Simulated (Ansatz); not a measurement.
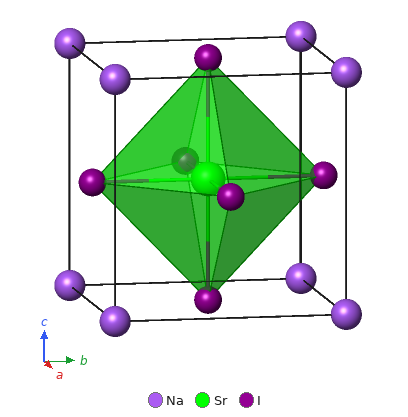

The image is a polyhedral drawing of a crystal, viewed slightly off an axis. The outline marks the conventional unit cell.

NaSrI₃, space group P4/mmm (No. 123), a = 6.398 Å, b = 6.398 Å, c = 6.654 Å, α = 90.00°, β = 90.00°, γ = 90.00°. Provenance: a structure type filled with these elements by a generator (whether the compound takes this form wasn't checked). The cell was then strained or its atoms displaced on purpose. A calculation with Ansatz used it as input.

This one geometry was computed with Ansatz (DFT, plane waves, PAW) at three levels of theory: HSE06, r2SCAN and PBE. It was relaxed with r2SCAN and then strained.

How does the band gap change with the level of theory?

Answer. PBE: a gap of 2.34 eV, indirect; r2SCAN: a gap of 3.06 eV, indirect; HSE06: a gap of 3.29 eV, indirect.

Collect the results in a table.

Answer.
| level | cutoff (eV) | k-mesh of the run's cell | gap (eV) | pressure (GPa) |
| --- | --- | --- | --- | --- |
| HSE06 | 420 | 2×2×2 | 3.29 | -0.3 |
| r2SCAN | 500 | 4×4×4 | 3.06 | -0.5 |
| PBE | 420 | 4×4×4 | 2.34 | -0.3 |

Gaps are taken on the k-mesh or band path of each run.
